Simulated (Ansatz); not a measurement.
# CCSD(T)/def2-SVP run of CH5BClN (SMILES CNBCl)

Aim: the energy change on altering one bond length of CH5BClN at CCSD(T)/def2-SVP, from 2 runs. 

The calculation is run with Ansatz 0.2.0.

128 further runs of the same task are left out: 128 set aside as unsound or not needed.

### Step 1. The structure to begin with

CH5BClN has 9 atoms, charge 0, and is taken as a singlet. As SMILES, `CNBCl`. The coordinates come from a PBE0-D4/def2-TZVP relaxation. This is one conformer, not always the lowest.

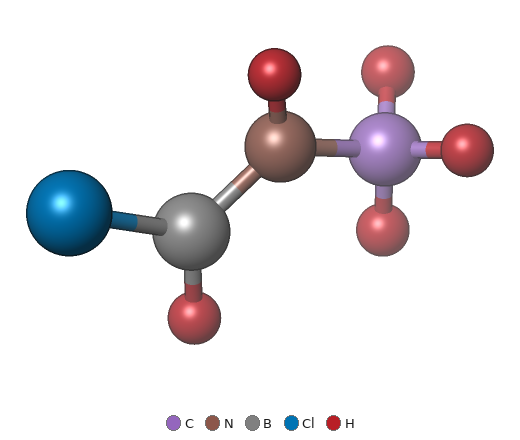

Viewed from a chosen angle; carbon purple, nitrogen brown, boron grey, chlorine blue, hydrogen red.

### Step 2. The energy at CCSD(T)/def2-SVP

job.yaml

```yaml
crystal:
  periodic: [false, false, false]
  atoms:
    - symbol: C
      position_ang: [0.510100, 0.482100, -0.973400]
    - symbol: "N"
      position_ang: [-0.407900, -0.226000, -0.111700]
    - symbol: B
      position_ang: [-0.261100, -0.415200, 1.248200]
    - symbol: Cl
      position_ang: [-1.495300, -1.314500, 2.144800]
    - symbol: H
      position_ang: [0.907000, -0.170400, -1.756500]
    - symbol: H
      position_ang: [0.027900, 1.338900, -1.452800]
    - symbol: H
      position_ang: [1.346700, 0.849900, -0.380000]
    - symbol: H
      position_ang: [-1.220500, -0.605500, -0.573900]
    - symbol: H
      position_ang: [0.681600, 0.014200, 1.838200]
basis:
  gaussian:
    orbitals: def2-SVP
accuracy: high
scf:
  omitted_lower_state_checks: [cluster_reference, increment]
correlation:
  method: ccsd_t
  frozen_orbitals: {B: 1, C: 1, Cl: 5, H: 0, "N": 1}
```

Started as:

```
$ ansatz run job.yaml --threads 1 --pin off --max-ram 3480MiB --events-out events.jsonl --progress --plain --runs-dir runs
```

What it wrote, cut to the lines that bear on the results:

```text
Warning: RAYON_NUM_THREADS=1 ignored (pool sized by the plan → 1); use --threads N
Functional definition: HF
  name "HF"
[...]
2017 factors; integrals over basis functions are off by at most 8.2e-9 eV
[...]
mean field -15762.60899314 eV, -579.2651962177 hartree, gradient 9.4e-8 eV, S^2 0.000000; 0 other end points of the search recorded, 0 dependent functions left out
8 core orbitals not correlated: weight in the atoms' cores, before any rotation towards them, 1.000 or more for the frozen orbitals, at most 0.000 for the correlated occupied ones
reference -15762.60899314 eV, -579.2651962177 hartree; 12, 12 occupied and 65, 65 virtual orbitals, 2017 factors
second order -14.45816733 eV of doubles, -0.00000000 eV of singles
cycle   1  -15.25855515 eV  change   -8.0e-1 eV  update   8.1e-2
[...]
cycle  20  -15.69811783 eV  change   7.3e-10 eV  update  4.5e-10
perturbative correction -0.42119555 eV, -0.0154786510 hartree
Total energy: -15778.72830652 eV, -579.8575700585 hartree
Checks for a lower state left out: cluster_reference, increment
```

It took 15 s on 1 thread of Arm Neoverse V2, shared host; peak memory 0.48 GiB.

### Step 3. The distorted shape at the same level

in.yaml

```yaml
crystal:
  periodic: [false, false, false]
  atoms:
    - {symbol: C, position_ang: [0.488085, 0.510473, -1.177338]}
    - {symbol: "N", position_ang: [-0.429915, -0.197627, -0.315638]}
    - {symbol: B, position_ang: [-0.261100, -0.415200, 1.248200]}
    - {symbol: Cl, position_ang: [-1.495300, -1.314500, 2.144800]}
    - {symbol: H, position_ang: [0.884985, -0.142027, -1.960438]}
    - {symbol: H, position_ang: [0.005885, 1.367273, -1.656738]}
    - {symbol: H, position_ang: [1.324685, 0.878273, -0.583938]}
    - {symbol: H, position_ang: [-1.242515, -0.577127, -0.777838]}
    - {symbol: H, position_ang: [0.681600, 0.014200, 1.838200]}
basis:
  gaussian: {orbitals: def2-SVP}
correlation: {method: ccsd_t, frozen_orbitals: {B: 1, C: 1, Cl: 5, H: 0, "N": 1}}
accuracy: high
scf: {omitted_lower_state_checks: [cluster_reference, increment]}
```

Started as:

```
$ ansatz run in.yaml --threads 1 --pin off --max-ram 3480MiB --events-out events.jsonl --progress --plain --runs-dir runs
```

What it wrote, cut to the lines that bear on the results:

```text
Warning: RAYON_NUM_THREADS=1 ignored (pool sized by the plan → 1); use --threads N
[... 2 set-up lines as earlier in the session ...]
[...]
2005 factors; integrals over basis functions are off by at most 6.1e-9 eV
[...]
mean field -15761.90796056 eV, -579.2394337456 hartree, gradient 8.3e-8 eV, S^2 0.000000; 0 other end points of the search recorded, 0 dependent functions left out
8 core orbitals not correlated: weight in the atoms' cores, before any rotation towards them, 1.000 or more for the frozen orbitals, at most 0.000 for the correlated occupied ones
reference -15761.90796056 eV, -579.2394337456 hartree; 12, 12 occupied and 65, 65 virtual orbitals, 2005 factors
second order -14.52741084 eV of doubles, -0.00000000 eV of singles
cycle   1  -15.29354128 eV  change   -7.7e-1 eV  update   9.2e-2
[...]
cycle  20  -15.77478061 eV  change  -7.6e-10 eV  update  7.7e-10
perturbative correction -0.44900395 eV, -0.0165005909 hartree
Total energy: -15778.13174512 eV, -579.8356468315 hartree
Checks for a lower state left out: cluster_reference, increment
```

It took 15 s on 1 thread of Arm Neoverse V2, shared host; peak memory 0.48 GiB.

### Step 4. Summary of results

Level: CCSD(T)/def2-SVP, 8 core orbitals frozen.

| quantity | value |
| --- | --- |
| first shape: total energy | -579.85757 Eh |
| first shape: correlation energy (8 core orbitals frozen) | -592.4 mEh |
| first shape: (T) correction | -15.48 mEh |
| first shape: T1 diagnostic | 0.012 |
| distorted shape: total energy | -579.83565 Eh |
| distorted shape: correlation energy (8 core orbitals frozen) | -596.2 mEh |
| distorted shape: (T) correction | -16.50 mEh |
| distorted shape: T1 diagnostic | 0.016 |
| energy change with the N2–B3 bond stretched from 1.381 to 1.588 Å | 0.597 eV |

With the N2–B3 bond stretched from 1.381 to 1.588 Å the energy rises by 0.60 eV (13.8 kcal/mol). The first shape isn't relaxed at this level, so the change isn't measured from a minimum. The triples (first shape) make up 2.6 % of the correlation energy. The triples (distorted shape) make up 2.8 % of the correlation energy.
